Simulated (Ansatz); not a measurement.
```xyz
7

W     0.3646    0.2478   -0.1012
H     0.3434   -0.6596    1.3083
H     1.8305    0.3106    0.7874
H    -0.5336    1.7088   -0.1330
H    -1.0741    0.1784    0.7562
H    -0.4833   -1.1981   -0.1213
H     0.4523   -0.5879   -1.5966
```

Core potentials replace the inner electrons of W.

Theory: RKS LDA/def2-mTZVP (Ansatz).

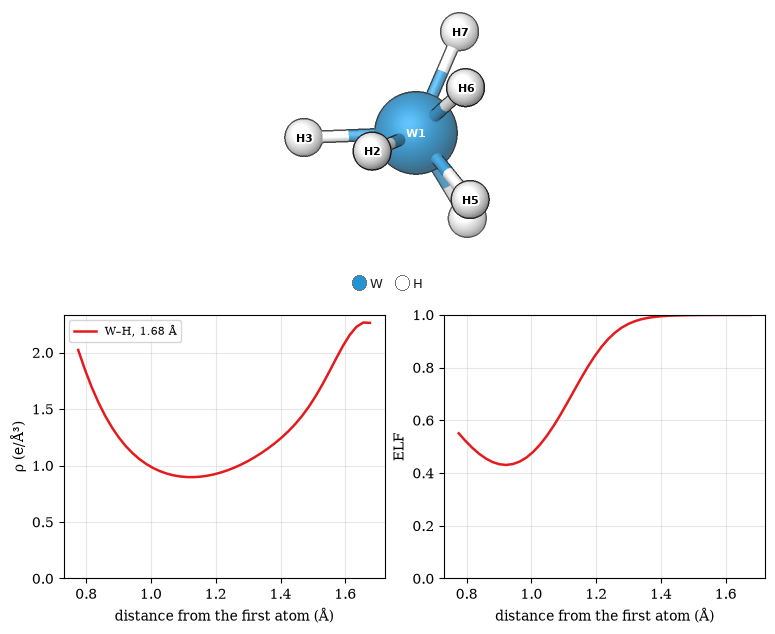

H$_{6}$W. Electron density and electron localisation function along straight lines between neighbouring atoms. The curves leave out the atomic cores. The structure is drawn too.

What can be read from the curves?

Answer. W–H (1.68 Å): ρ is about 1.6 e/Å³ halfway; the ELF climbs to about 1 towards the hydrogen.
